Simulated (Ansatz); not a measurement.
**AlF2 (SMILES [F][Al][F]): levels of theory compared**

Aim: a comparison of 6 runs (U-r2SCAN/STO-3G, U-revPBE/STO-3G, U-wB97X/STO-3G, UBLYP/STO-3G, USVWN5/STO-3G, RPA@PBE/STO-3G) of AlF2. 

The calculation is run with Ansatz 0.2.0.

37 further runs of the same task are left out: 1 that didn't finish, 36 set aside as unsound or not needed.

### 1 The system as given

AlF2 has 3 atoms, charge 0, and is taken as a doublet. As SMILES, `[F][Al][F]`. The Al2–F1 distance was set to 2.470 Å, away from the relaxed value.

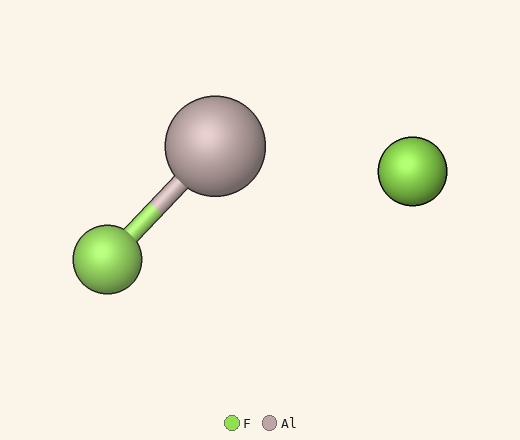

The structure, seen from a chosen angle (fluorine green, aluminium light grey).

### 2 The energy at U-r2SCAN/STO-3G (run 1)

The input, job.yaml:

```yaml
basis:
  gaussian: {orbitals: STO-3G}
crystal:
  periodic: [false, false, false]
  atoms:
    - {symbol: F, position_ang: [0.605148, -2.179479, 0.082001]}
    - {symbol: Al, position_ang: [0.388700, 0.275400, 0.245200]}
    - {symbol: F, position_ang: [-0.932500, 1.021000, -0.394800]}
accuracy: high
hamiltonian: {xc: {name: r2SCAN}}
magnetization: {spin_polarized: true, initial_magnetization: 1}
```

The run is started by

```
$ ansatz run job.yaml --threads 1 --pin off --max-ram 2610MiB --events-out events.jsonl --progress --plain --runs-dir runs
```

The log of the run:

```text
Warning: RAYON_NUM_THREADS=1 ignored (pool sized by the plan → 1); use --threads N
Functional definition: r2SCAN
  name "r2SCAN"
  parameter k0 = 0.174
  parameter k1 = 0.065
  parameter a1 = 4.9479
  exchange = r2scan_x(k0 = k0, k1 = k1, a1 = a1)
  correlation = r2scan_c
314 factors; integrals over basis functions are off by at most 2.7e-8 eV
mean field evaluation 1: about -11860.4069 eV, gradient 1.9e1 eV
mean field evaluation 2: about -11542.5668 eV, gradient 1.0e2 eV
mean field evaluation 4: about -11866.5551 eV, gradient 8.2e0 eV
mean field evaluation 8: about -11867.2472 eV, gradient 1.6e0 eV
mean field evaluation 16: about -11867.2815 eV, gradient 4.5e-3 eV
mean field evaluation 32: about -11865.6347 eV, gradient 6.9e0 eV
mean field evaluation 64: about -11867.1348 eV, gradient 1.8e0 eV
mean field -11867.28147669 eV, -436.1145503359 hartree, gradient 1.5e-8 eV, S^2 0.763130; 7 other end points of the search recorded, 0 dependent functions left out
reference -11867.28147718 eV, -436.1145503542 hartree; 16, 15 occupied and 3, 4 virtual orbitals, 314 factors
Total energy: -11867.28147718 eV, -436.1145503542 hartree
```

Run time: 14 s. Hardware: 1 thread of Arm Neoverse V1, shared host; peak memory 0.21 GiB.

### 3 A single-point energy at U-revPBE/STO-3G (run 2)

The input, in.yaml:

```yaml
crystal:
  periodic: [false, false, false]
  atoms:
    - {symbol: F, position_ang: [0.605148, -2.179479, 0.082001]}
    - {symbol: Al, position_ang: [0.388700, 0.275400, 0.245200]}
    - {symbol: F, position_ang: [-0.932500, 1.021000, -0.394800]}
basis:
  gaussian:
    orbitals: STO-3G
magnetization:
  spin_polarized: true
  initial_magnetization: 1
hamiltonian:
  xc: {name: revPBE}
accuracy: high
```

The run is started by

```
$ ansatz run in.yaml --threads 1 --pin off --max-ram 2610MiB --events-out events.jsonl --progress --plain --runs-dir runs
```

The log of the run:

```text
Warning: RAYON_NUM_THREADS=1 ignored (pool sized by the plan → 1); use --threads N
Functional definition: revPBE
  name "revPBE"
  parameter kappa = 1.245
  parameter beta = 0.06672455060314922
  exchange = pbe_x(kappa = kappa, mu = beta*pi^2/3)
  correlation = pbe_c(beta = beta)
314 factors; integrals over basis functions are off by at most 2.7e-8 eV
mean field evaluation 1: about -11859.5875 eV, gradient 2.0e1 eV
mean field evaluation 2: about -11534.9034 eV, gradient 8.7e1 eV
mean field evaluation 4: about -11863.7465 eV, gradient 1.4e1 eV
mean field evaluation 8: about -11864.0461 eV, gradient 1.2e1 eV
mean field evaluation 16: about -11866.3756 eV, gradient 8.8e-8 eV
mean field evaluation 32: about -11866.0499 eV, gradient 2.6e0 eV
mean field -11866.37561578 eV, -436.0812605618 hartree, gradient 2.5e-8 eV, S^2 0.756370; 7 other end points of the search recorded, 0 dependent functions left out
reference -11866.37561745 eV, -436.0812606231 hartree; 16, 15 occupied and 3, 4 virtual orbitals, 314 factors
Total energy: -11866.37561745 eV, -436.0812606231 hartree
```

Run time: 3.3 s. Hardware: 1 thread of Arm Neoverse V1, shared host; peak memory 0.12 GiB.

Run 3 isn't shown in full; the table further down has it.

### 4 The energy at UBLYP/STO-3G (run 4)

The input, molecule.yaml:

```yaml
crystal:
  periodic: [false, false, false]
  atoms:
    - {symbol: F, position_ang: [0.605148, -2.179479, 0.082001]}
    - {symbol: Al, position_ang: [0.388700, 0.275400, 0.245200]}
    - {symbol: F, position_ang: [-0.932500, 1.021000, -0.394800]}
basis:
  gaussian:
    orbitals: STO-3G
hamiltonian:
  xc: {name: BLYP}
accuracy: high
magnetization:
  spin_polarized: true
  initial_magnetization: 1
```

The run is started by

```
$ ansatz run molecule.yaml --threads 1 --pin off --max-ram 2610MiB --events-out events.jsonl --progress --plain --runs-dir runs
```

The log of the run:

```text
Warning: RAYON_NUM_THREADS=1 ignored (pool sized by the plan → 1); use --threads N
Functional definition: BLYP
  name "BLYP"
  parameter beta = 0.0042
  parameter a = 0.04918
  parameter b = 0.132
  parameter c = 0.2533
  parameter d = 0.349
  exchange = b88_x(beta = beta)
  correlation = lyp_c(a = a, b = b, c = c, d = d)
314 factors; integrals over basis functions are off by at most 2.7e-8 eV
mean field evaluation 1: about -11860.1703 eV, gradient 2.0e1 eV
mean field evaluation 2: about -11534.0531 eV, gradient 8.6e1 eV
mean field evaluation 4: about -11863.8991 eV, gradient 1.5e1 eV
mean field evaluation 8: about -11864.3868 eV, gradient 1.3e1 eV
mean field evaluation 16: about -11867.1485 eV, gradient 5.3e-8 eV
mean field evaluation 32: about -11866.8256 eV, gradient 2.5e0 eV
mean field -11867.14854278 eV, -436.1096651051 hartree, gradient 1.6e-8 eV, S^2 0.755205; 7 other end points of the search recorded, 0 dependent functions left out
reference -11867.14857126 eV, -436.1096661515 hartree; 16, 15 occupied and 3, 4 virtual orbitals, 314 factors
Total energy: -11867.14857126 eV, -436.1096661515 hartree
```

Run time: 3.3 s. Hardware: 1 thread of Arm Neoverse V1, shared host; peak memory 0.12 GiB.

Run 5 isn't shown in full; the table further down has it.

### 5 The energy at RPA@PBE/STO-3G (run 6)

The input, molecule.yaml:

```yaml
crystal:
  periodic: [false, false, false]
  atoms:
    - {symbol: F, position_ang: [0.605148, -2.179479, 0.082001]}
    - {symbol: Al, position_ang: [0.388700, 0.275400, 0.245200]}
    - {symbol: F, position_ang: [-0.932500, 1.021000, -0.394800]}
basis:
  gaussian: {orbitals: STO-3G}
magnetization: {spin_polarized: true, initial_magnetization: 1}
hamiltonian: {xc: pbe}
correlation: {method: rpa, frozen_orbitals: {Al: 5, F: 1}}
accuracy: high
```

The run is started by

```
$ ansatz run molecule.yaml --threads 1 --pin off --max-ram 2610MiB --events-out events.jsonl --progress --plain --runs-dir runs
```

The log of the run (excerpt; [...] marks lines left out):

```text
Warning: RAYON_NUM_THREADS=1 ignored (pool sized by the plan → 1); use --threads N
Functional definition: PBE
  name "PBE"
[...]
314 factors; integrals over basis functions are off by at most 2.7e-8 eV
[...]
mean field -11860.08575369 eV, -435.8501123934 hartree, gradient 9.6e-9 eV, S^2 0.755693; 8 other end points of the search recorded, 0 dependent functions left out
7 core orbitals not correlated: weight in the atoms' cores, before any rotation towards them, 1.000 or more for the frozen orbitals, at most 0.000 for the correlated occupied ones
reference -11835.58782091 eV, -434.9498299688 hartree; 9, 8 occupied and 3, 4 virtual orbitals, 314 factors
Total energy: -11840.77757345 eV, -435.1405498568 hartree
```

Wall time 5.1 s (1 thread of Arm Neoverse V1, shared host); peak memory 0.12 GiB.

### 6 The series

| run | level | frozen core orbitals | energy (Eh) | ⟨S²⟩ | wall time |
| --- | --- | --- | --- | --- | --- |
| 1 | U-r2SCAN/STO-3G | – | -436.114550 | 0.763 | 14 s |
| 2 | U-revPBE/STO-3G | – | -436.081261 | 0.756 | 3.3 s |
| 3 | U-wB97X/STO-3G | – | -436.150289 | 0.774 | 9 s |
| 4 | UBLYP/STO-3G | – | -436.109666 | 0.755 | 3.3 s |
| 5 | USVWN5/STO-3G | – | -433.800519 | 0.753 | 1.9 s |
| 6 | RPA@PBE/STO-3G | 7 | -435.140550 | 0.756 | 5.1 s |

### 7 Outcome

| quantity | value |
| --- | --- |
| run 6: total energy | -435.14055 Eh |
| run 6: RPA correlation energy (valence) | -190.7 mEh |
| run 6: ⟨S²⟩ of the reference determinant | 0.756 |

In words: Totals of different functionals can't be ranked against each other. In runs 1, 2, 3, 4, 5, 6 the basis is minimal, so the values are rough. All runs together took 37 s, the longest 14 s.
